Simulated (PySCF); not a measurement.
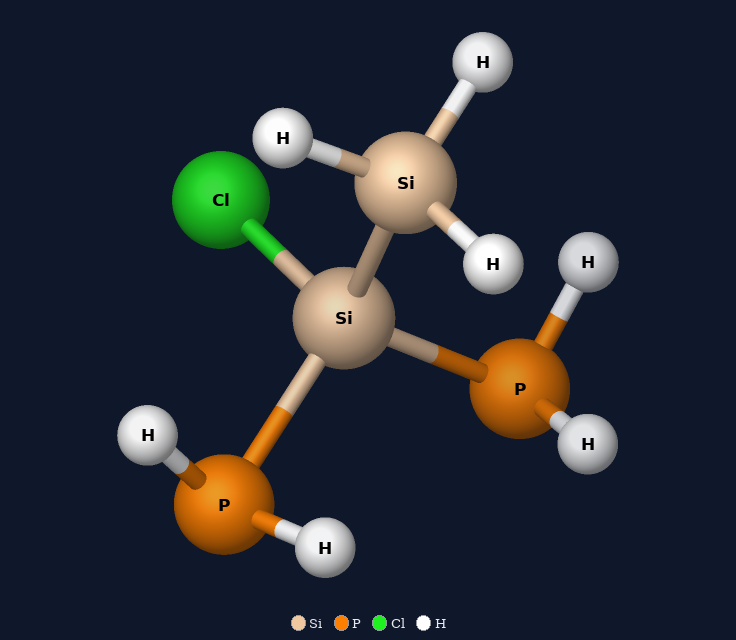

Ball-and-stick drawing of a structure. Every bond is drawn as one stick, whatever its order.

Computed geometry: PBE0-D3(BJ)/def2-SVP optimisation. No frequency run is at hand to confirm it as a minimum.

Count the atoms of each element.

ClH₇P₂Si₂, 12 atoms: 1 chlorine, 7 hydrogen, 2 phosphorus and 2 silicon.

Count the bonded pairs by element.

4 P–H, 3 Si–H, 2 P–Si, 1 Si–Si, 1 Cl–Si.

Describe its rings.

It has no ring.

What is the point group of this geometry?

Cs.

Name functional groups in it.

Among them: Si–H bond.

More results for the same structure follow; atom numbers are the same in all pictures, views and colours differ.

**Shape**

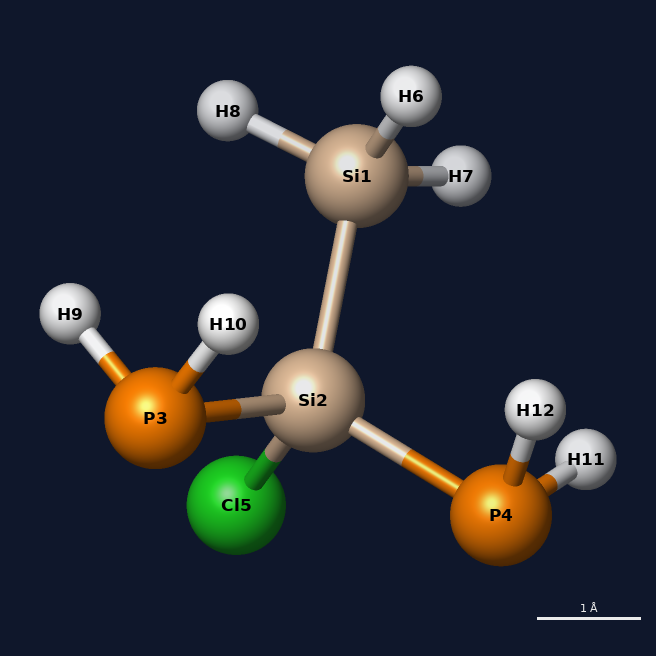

No frequency run is at hand to confirm it as a minimum.

List the bonds and their lengths.

| bond | length (Å) | order |
| --- | --- | --- |
| Si1–Si2 | 2.339 | single |
| Si1–H6 | 1.497 | single |
| Si1–H7 | 1.495 | single |
| Si1–H8 | 1.495 | single |
| Si2–P3 | 2.265 | single |
| Si2–P4 | 2.264 | single |
| Si2–Cl5 | 2.088 | single |
| P3–H9 | 1.430 | single |
| P3–H10 | 1.432 | single |
| P4–H11 | 1.430 | single |
| P4–H12 | 1.432 | single |

**Quadrupole coupling**

No frequency run is at hand to confirm it as a minimum. Electric field gradients from the ground-state density, PBE0/STO-3G (PySCF 2.14.0), non-relativistic apart from any core potentials.

Give the largest field-gradient component, the quadrupole coupling constant and the asymmetry for 35Cl at Cl5 (Q = −81.7 mb).

```
atom  V_zz (a.u.)  e²qQ/h (MHz)     η
 Cl5        2.733         −52.5  0.01
```

**NMR shielding**

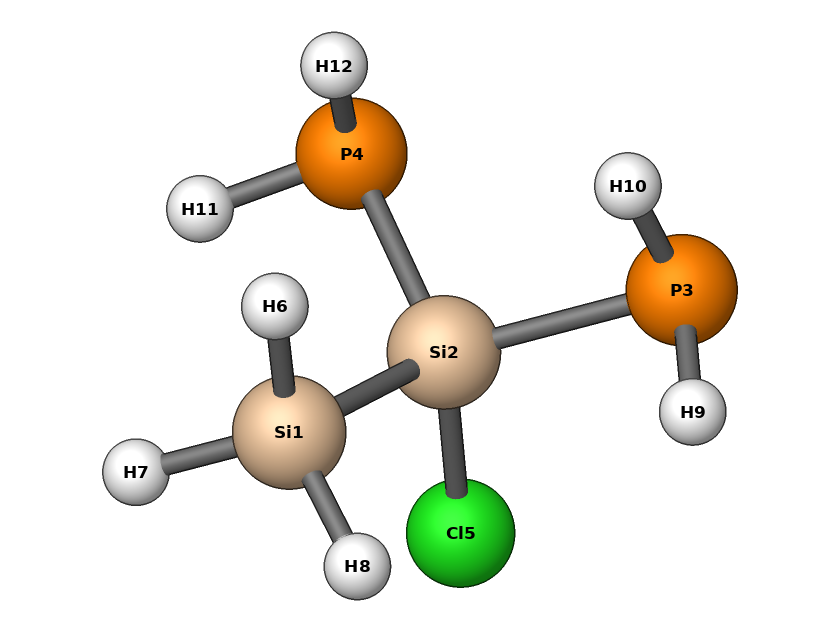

No frequency run is at hand to confirm it as a minimum. Level of theory: GIAO BHandHLYP/pcSseg-1 NMR shielding, non-relativistic, gas phase (PySCF 2.14.0). Principal shieldings σ11 ≤ σ22 ≤ σ33, span Ω = σ33 − σ11, skew κ = 3(σiso − σ22)/Ω.

Give the shielding tensors of the P atoms.

```
  atom    σ11    σ22    σ33   σiso      Ω      κ
P3, P4  502.5  568.1  602.5  557.7  100.0  −0.31
```

Shieldings and span in ppm.

**Levels of theory compared**

No frequency run is at hand to confirm it as a minimum. Program: PySCF 2.14.0.

At this fixed geometry, give HOMO energy (eV), HOMO–LUMO gap (eV), dipole (D) at these levels: BHandHLYP/pcSseg-1; LC-wPBE/pcSseg-1; PBE0/6-311+G(2d,p); PBE0/6-31G; PBE0/6-31G*; PBE0/IGLO-III; PBE0/aug-cc-pVDZ; PBE0/cc-pVDZ; PBE0/cc-pVTZ; PBE0/pcSseg-1; WP04/pcSseg-1; ωB97X-D/pcSseg-1.

```csv
level,HOMO energy (eV),HOMO–LUMO gap (eV),dipole (D)
BHandHLYP/pcSseg-1,−8.42,8.65,2.69
LC-wPBE/pcSseg-1,−9.98,11.30,3.00
"PBE0/6-311+G(2d,p)",−7.39,6.61,2.20
PBE0/6-31G,−7.47,6.82,3.98
PBE0/6-31G*,−7.38,6.75,2.81
PBE0/IGLO-III,−7.31,6.71,1.84
PBE0/aug-cc-pVDZ,−7.36,6.65,2.20
PBE0/cc-pVDZ,−7.30,6.81,2.33
PBE0/cc-pVTZ,−7.35,6.69,2.09
PBE0/pcSseg-1,−7.48,6.69,2.74
WP04/pcSseg-1,−8.61,6.10,2.55
ωB97X-D/pcSseg-1,−9.26,10.15,2.85
```

**Charges**

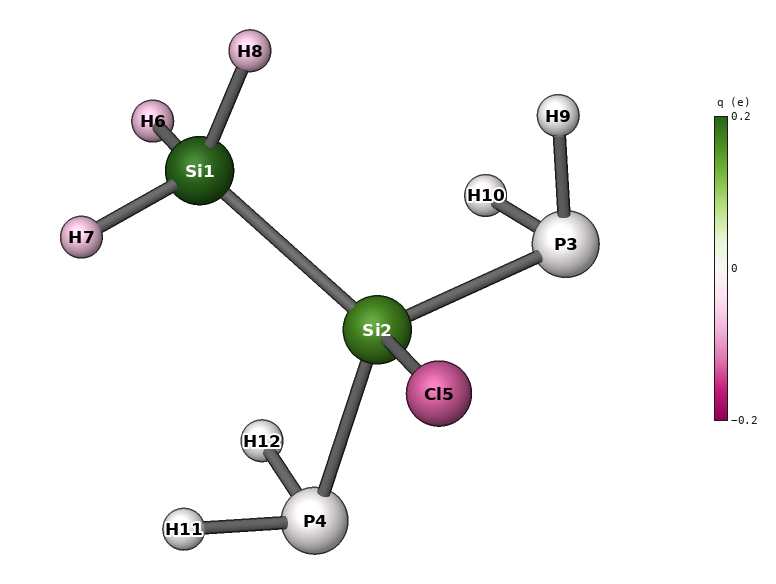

Atoms are coloured by their Hirshfeld charges. No frequency run is at hand to confirm it as a minimum. Level of theory: PBE0/def2-TZVP, gas phase (PySCF 2.14.0).

Give the Hirshfeld charges atom by atom.

| atom | value (e) |
| --- | --- |
| Si1 | 0.20 |
| Si2 | 0.17 |
| P3 | −0.01 |
| P4 | −0.01 |
| Cl5 | −0.13 |
| H6 | −0.07 |
| H7 | −0.07 |
| H8 | −0.07 |
| H9 | 0.00 |
| H10 | −0.01 |
| H11 | 0.00 |
| H12 | −0.01 |
